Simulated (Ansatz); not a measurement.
# CsZnH3 (model cell, started as cubic perovskite with Zn in the octahedra): from the cell to its phonons, part 2 of 2

The cell of CsZnH3 (model cell, started as cubic perovskite with Zn in the octahedra) is at rest. What are its phonons? After the zone centre comes a 2×2×2 q mesh on a 12×12×12 k mesh.

Ansatz 0.2.0; DFT r2SCAN, scalar-relativistic, plane waves, PAW; PAW set soft_1.

So far. Step 2 (Modes at Γ): Before it was imposed, the acoustic sum rule was missed by 6.9e-5 eV/Å². Small misses are needed for a sound result but don't prove that mesh and cutoff are converged. The lowest optical mode is imaginary, 374.5i cm⁻¹, so the energy falls along it.

The structure was built from a prototype and need not be the compound's stable phase.

## (3) The dispersion

Stability and thermal properties need the whole zone. Linear response on a 2×2×2 q mesh gives force constants as far as a supercell of that size would.

Input file input.yaml:

```yaml
crystal:
  lattice:
    - [4.0907575584, 0.0, 0.0]
    - [0.0, 4.0907575584, 0.0]
    - [0.0, 0.0, 4.0907575584]
  atoms:
    - { symbol: Cs, position: [0.0, 0.0, 0.0] }
    - { symbol: Zn, position: [0.5, 0.5, 0.5] }
    - { symbol: H, position: [0.5, 0.5, 0.0] }
    - { symbol: H, position: [0.5, 0.0, 0.5] }
    - { symbol: H, position: [0.0, 0.5, 0.5] }
kpoints:
  mp_grid: { grid: [12, 12, 12] }
hamiltonian:
  xc: r2scan
  pseudopotentials: { kind: paw, azcp: { folder: soft_1 } }
scf:
  occupations: { method: methfessel_paxton, width: 0.2 }
output:
  eigenvalues: true
phonons:
  method: dfpt
  qmesh: [2, 2, 2]
  temperatures: { t_max: 1000, t_step: 50 }
  qpath:
    path:
      - [[0.0, 0.0, 0.0], [0.0, 0.5, 0.0], [0.5, 0.5, 0.0], [0.0, 0.0, 0.0], [0.5, 0.5, 0.5], [0.0, 0.5, 0.0]]
      - [[0.5, 0.5, 0.5], [0.5, 0.5, 0.0]]
    npoints: 10
```

The run is started by

```console
ansatz run input.yaml --threads 4 --pin off --max-ram 16384MiB --backend cpu --events-out ev --progress --plain --runs-dir out
```

Numbers of over 12 decimals in the logs are rounded to 6 here.

What it wrote:

```text
[...]
Crystal: 5 atoms, lattice volume = 68.456 Å³
Basis set: ecut = 500 eV, 1743 PW (Γ), exchange–correlation on 180×180×180 points (216 copies of the dense FFT grid, shifted against one another)
Bands: 17, of which v1, the nominal top of the filled ones, is band 12 counted from 1 (11 counted from 0)
Symmetry: 48 space group operations
k-points: 518 of 1728 (irreducible under 2 space group operations, time reversal used)
[...]
SCF iter   1: F=—  HF=-9061.077616 eV  |F-HF|=—  |Δ(HF+E_count)|=         —  Δρ=9.85e-2  dr2=6.15e0  dr2_τ=1.70e-2  ethr=3.10e-3  ⟨swp⟩=5.1  Hψ=49818  notcnv=0
[...]
SCF iter  12: F=-9059.537305 eV  HF=-9059.537305 eV  |F-HF|=5.46e-12  |Δ(HF+E_count)|=  7.28e-12  S|Δr|=    0.00e0  Δρ=6.40e-8  dr2=2.02e-12  dr2_τ=4.06e-14  ethr=1.00e-12  ⟨swp⟩=10.9  Hψ=50399  notcnv=0
[...]
SCF 1 converged in 12 iterations: F = -9059.537305 eV  dr2 = 2.02e-12
[...]
Basis set: ecut = 500 eV, 1743 PW (Γ), exchange–correlation on 120×120×120 points (64 copies of the dense FFT grid, shifted against one another)
k-points: 84 of 1728
[...]
iter 1 solved again at ethr=3.93e-8 eV; its pass at ethr=3.10e-3 eV (dr2=9.43e-6 eV) is discarded
SCF iter   1: F=—  HF=-9059.537306 eV  |F-HF|=—  |Δ(HF+E_count)|=         —  Δρ=3.00e-7  dr2=3.69e-11  dr2_τ=1.98e-12  ethr=3.93e-8  ⟨swp⟩=3.5  Hψ=12510  notcnv=0
eigensolver tolerance schedule: the retry pair's looser diagonalisation over-reported the residual by 255888.24 of it (diagonalisation noise at an unbounded share of the residual, at the tolerance the schedule requests for it); recorded, not acted on — ethr = c·dr2/N_el stays at c = 1.0e-1
[...]
SCF iter   2: F=—  HF=-9059.537306 eV  |F-HF|=—  |Δ(HF+E_count)|=   2.83e-7  S|Δr|=    0.00e0  Δρ=1.26e-7  dr2=5.17e-12  dr2_τ=1.62e-12  ethr=1.00e-12  ⟨swp⟩=3.6  Hψ=7349  notcnv=0
SCF iter   3: F=-9059.537306 eV  HF=-9059.537306 eV  |F-HF|=3.64e-12  |Δ(HF+E_count)|=  3.64e-12  S|Δr|=    0.00e0  Δρ=6.69e-8  dr2=2.16e-12  dr2_τ=1.51e-13  ethr=1.00e-12  ⟨swp⟩=1.4  Hψ=3310  notcnv=0
SCF 2 converged in 3 iterations: F = -9059.537306 eV  dr2 = 2.16e-12
phonons: the bands overlap, so this run is a metal and interpolates without the dipole-dipole term. If the crystal is really an insulator or semiconductor, its LO-TO splitting is missing
[...]
NSCF: frozen V_eff on 84 k-points
WARN: eigensolver did not converge in 6 slots of this pass, the one above among them; of largest residual over every band (k=10): 1 band(s) unlocked (lowest unlocked band 16, counted from 0; max residual 3.14e-4 eV among the unlocked bands, 3.14e-4 eV over every band); of lowest unlocked band (k=10): band 16
[...]
SCF converged after 12 iterations
[...]
Free energy (F): -9059.537305 eV
[...]
Internal energy: -9059.538318 eV  (E = F + TS)
E sigma→0 (E₀):  -9059.537559 eV
Entropy (-TS):   0.001013 eV (0.203 meV/atom)
Fermi energy:    5.635038 eV
[...]
--- Band table (eV; the first three rows and the last of 518) ---
  k-point 0: bands = [... 8 lower, -0.5492, -0.5492, 5.3135, 5.3135, 11.1014, 11.1014, 11.1014, 13.2496, ... 1 higher]
  k-point 1: bands = [... 8 lower, -0.5426, -0.3837, 5.2256, 5.3430, 10.9950, 10.9950, 11.0002, 12.9608, ... 1 higher]
  k-point 2: bands = [... 8 lower, -0.5241, 0.1007, 4.9369, 5.4275, 10.7154, 10.7154, 10.9505, 12.3208, ... 1 higher]
  k-point 517: bands = [... 8 lower, -0.4297, 2.4311, 2.4311, 2.4311, 4.7651, 14.9545, 14.9545, 14.9545, ... 1 higher]
[...]
ASR residual: 6.939e-5 → 0.000e0 eV/Å²; symmetrization residual: 8.035e-7 eV/Å²
  ASR residual per site (eV/Å²): 9.87e-6 6.94e-5 2.21e-5 2.21e-5 2.21e-5
[...]
--- Phonons (arbitrary-q DFPT): 4 irreducible q on the 2×2×2 mesh ---
  q = [0.0000, 0.0000, 0.0000] (star 1, of the zone-centre solve; hermiticity 3.40e-7, symmetrization 2.62e-10): -374.49 -374.49 -374.49 -0.00 -0.00 -0.00 224.26 224.26 224.26 836.28 836.28 836.28 912.00 912.00 912.00
  q = [0.0000, 0.0000, -0.5000] (star 3, 9 solved perturbations in 2646 linear systems a pass and spin channel, the states on 343 of 1728 k-point pairs; hermiticity 3.00e-7, symmetrization 2.79e-12): -349.34 -349.34 94.01 94.01 94.41 122.15 224.78 224.78 404.26 843.69 843.69 899.83 909.40 909.40 958.86
[...]
sum rule: each row above includes the acoustic sum rule's correction from the zone centre's row sums; it moved no ω² by more than (2.44 cm⁻¹)²
  mesh force constants: q→R imaginary residual 1.72e-17; ASR residual 6.939e-5 → 0.000e0 eV/Å²; symmetrization residual 6.217e-15 eV/Å²
  interpolated dispersion: 62 rows × 15 modes
  density of states and harmonic sums: on the 16×16×16 q-mesh, interpolated from the force constants of a 2×2×2 supercell (no non-analytic term)
  largest difference from the sums on the solved wave vectors: F 8.85e-2 eV, S 9.30e-5 and C_V 4.62e-5 eV/K
  zero-point energy: 0.408496 eV/cell   skipped modes (ω ≤ 0): 410, of them read as no rigid motion or as one in doubt: 407 (2.502e0 modes/cell left out, lowest -1195.74 cm⁻¹)   left out of the sums: 1.67e-1 of the cell's modes: C_V's classical limit lies that fraction below 3 k_B per atom; for a crystal, a wire or a layer, F and S can be off by more, and a phonons.interpolated_qmesh denser along its periods is the remedy for the sampling
```

Wall time 17 min (4 threads of Arm Neoverse V1, shared host); peak memory 4 GiB.

This step gave:

- lowest frequency on the path: -1196 cm⁻¹
- highest frequency on the path or at a solved wavevector: 974.6 cm⁻¹
- lowest mode on the q mesh (acoustic modes at Γ apart): -1196 cm⁻¹

Frequencies (cm⁻¹) solved at each irreducible wavevector; negative means imaginary. Frequencies by wavevector, by row:

| q in reciprocal lattice units | star | mode 1 | mode 2 | mode 3 | mode 4 | mode 13 | mode 14 | mode 15 |
| --- | --- | --- | --- | --- | --- | --- | --- | --- |
| 0 0 0 | 1 | -374.5 | -374.5 | -374.5 | 0 | 912 | 912 | 912 |
| 0 0 -0.5 | 3 | -349.3 | -349.3 | 94 | 94 | 909.4 | 909.4 | 958.9 |
| 0 -0.5 -0.5 | 3 | -1196 | -258.4 | 61.4 | 61.4 | 877.6 | 877.6 | 974.6 |
| -0.5 -0.5 -0.5 | 1 | -1093 | -1093 | 102 | 102 | 926.8 | 926.8 | 926.8 |

Interpolated from a 2×2×2 q mesh, rough between the solved points. The phonon branches at the labelled points (cm⁻¹):

| point | branch 1 | branch 2 | branch 3 | branch 4 | branch 12 | branch 13 | branch 14 | branch 15 |
| --- | --- | --- | --- | --- | --- | --- | --- | --- |
| Γ | -374 | -374 | -374 | 0 | 836 | 912 | 912 | 912 |
| X | -349 | -349 | 94 | 94 | 900 | 909 | 909 | 959 |
| M | -1196 | -258 | 61 | 61 | 876 | 878 | 878 | 975 |
| Γ | -374 | -374 | -374 | 0 | 836 | 912 | 912 | 912 |
| R | -1093 | -1093 | 102 | 102 | 814 | 927 | 927 | 927 |
| X | -349 | -349 | 94 | 94 | 900 | 909 | 909 | 959 |
| jump to R | -1093 | -1093 | 102 | 102 | 814 | 927 | 927 | 927 |
| M | -1196 | -258 | 61 | 61 | 876 | 878 | 878 | 975 |

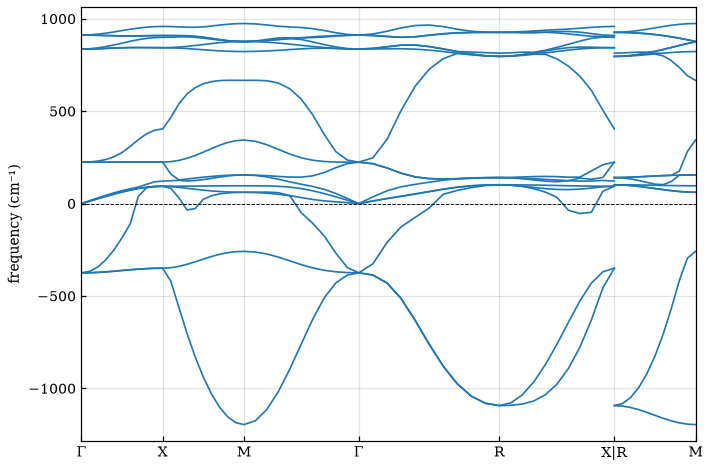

Phonon branches along the path.

The phonon density of states has structure finer than the step of the table below, so its rows give means over 100 cm⁻¹, whole bins alone (the curve runs from -1190 to 970 cm⁻¹). Peaks (cm⁻¹: height): 90.0: 0.0519, 150.0: 0.0504, 850.0: 0.0538, 910.0: 0.0670, 950.0: 0.0372.

Tetrahedra on a 16×16×16 mesh, mean over bins of 20 cm-1. Interpolated from a 2×2×2 q mesh, rough between the solved points. The phonon density of states by wavenumber; means over each step:

| wavenumber (cm⁻¹) | phonon density of states (1/cm⁻¹/cell) |
| --- | --- |
| -1100 | 0.00201 |
| -1000 | 0.00215 |
| -900 | 0.00198 |
| -800 | 0.00193 |
| -700 | 0.00192 |
| -600 | 0.00198 |
| -500 | 0.00233 |
| -400 | 0.00399 |
| -300 | 0.00161 |
| -200 | 4.4e-4 |
| -100 | 0.00218 |
| 0 | 0.00713 |
| 100 | 0.0384 |
| 200 | 0.0110 |
| 300 | 0.00106 |
| 400 | 5.6e-4 |
| 500 | 0.00104 |
| 600 | 0.00199 |
| 700 | 0.00336 |
| 800 | 0.0199 |
| 900 | 0.0375 |

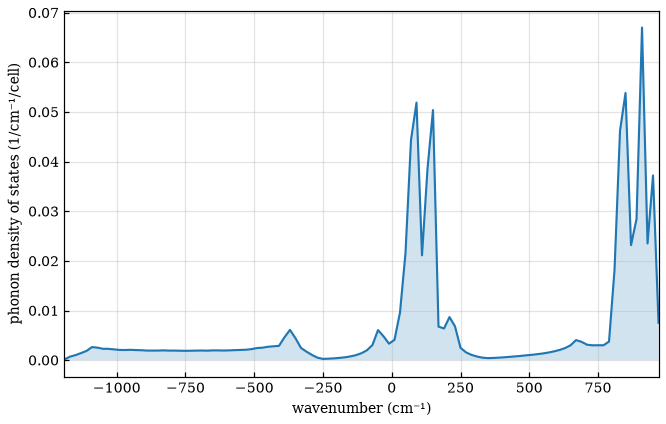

Phonon density of states, plotted against wavenumber.

The partial phonon density of states has structure finer than the step of the table below, so its rows give means over 200 cm⁻¹, whole bins alone (the curve runs from -1193 to 1012 cm⁻¹). Peaks (cm⁻¹: height): Cs 83.1: 0.0331; H 846.1: 0.0460, 901.6: 0.0467; Zn 69.2: 0.0111, 138.6: 0.0263.

Phonopy on the run's constants, 13x13x13 mesh, Gaussian sigma 15.8 cm-1. Interpolated from a 2×2×2 q mesh, rough between the solved points. Partial phonon density of states against wavenumber; means over each step; values in 1/cm⁻¹/cell:

| wavenumber (cm⁻¹) | Cs | H | Zn |
| --- | --- | --- | --- |
| -1000 | 0 | 0.00215 | 1.8e-6 |
| -800 | 0 | 0.00200 | 1.5e-5 |
| -600 | 3.1e-6 | 0.00193 | 7.5e-5 |
| -400 | 3.2e-5 | 0.00233 | 6.7e-4 |
| -200 | 4.8e-5 | 2.1e-4 | 5.4e-4 |
| 0 | 0.00862 | 1.2e-4 | 0.00516 |
| 200 | 0.00626 | 8.7e-4 | 0.00834 |
| 400 | 1.9e-5 | 5.8e-4 | 1.2e-4 |
| 600 | 3.1e-6 | 0.00214 | 2.6e-5 |
| 800 | 5.0e-6 | 0.0199 | 2.3e-5 |

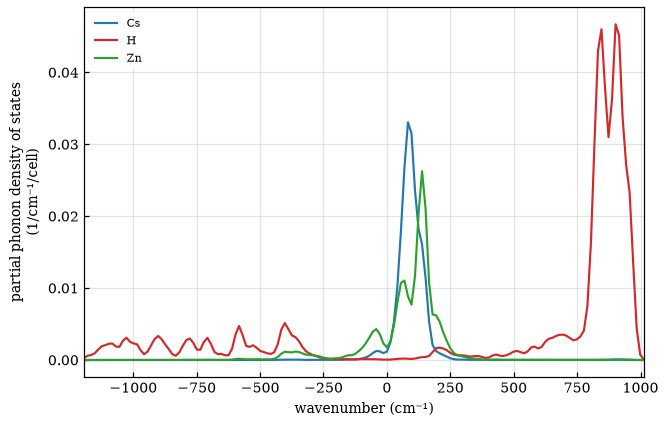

Partial phonon density of states, plotted against wavenumber.

Symmetry leaves 4 wavevectors to solve. The lowest mode among them, the acoustic zeros apart, lies at q = (0, -0.5, -0.5) and is imaginary, 1195.7i cm⁻¹, so the energy falls along it.

## (4) Outcome

- space group (within 0.01 Å): Pm-3m
- volume per atom: 13.7 Å³
- electronic character: no gap on this mesh
- highest optical mode at the zone centre (no LO-TO term): 912 cm⁻¹
- lowest optical zone-centre mode: -374 cm⁻¹
- lowest mode on the q mesh (acoustic modes at Γ apart): -1196 cm⁻¹
- highest frequency on the path or at a solved wavevector: 975 cm⁻¹
- imaginary modes on the 2×2×2 q mesh: yes

**Reading.** Modes are clearly imaginary (beyond 10i cm⁻¹) at 4 of the 4 irreducible wavevectors, most at q = (0, -0.5, -0.5) (1195.7i cm⁻¹), so this structure is not a minimum of the energy. The optical modes at Γ span -374 to 912 cm⁻¹ (negative means imaginary). The highest mode in this list at Γ, 912.0 cm⁻¹, is mostly motion of H (99 % of the kinetic energy). The q mesh stands for a supercell only 8.2 Å across, so branches between the solved wavevectors are rough. With no gap, or one that is small against the smearing, the frequencies hang on the k mesh and the smearing, most of all near Kohn anomalies. Spin-orbit coupling is left out, which can matter for the heavy elements here. A phonon run warned that its eigensolver left some bands unconverged in a pass. The starting cell was built on a prototype and not taken from a measurement, so the phase need not exist. These are harmonic frequencies at zero temperature: anharmonic shifts, linewidths and thermal expansion are left out.

[Logs are printed without paths, hosts, clocks, repeated set-up lines and the standing remarks that a program may print on its own settings, such as how far it seeks lower states.]

[Hosts, paths, dates, database ids (printed as entryN), source tags and the programs' standing remarks are cut or masked in the printed files.]
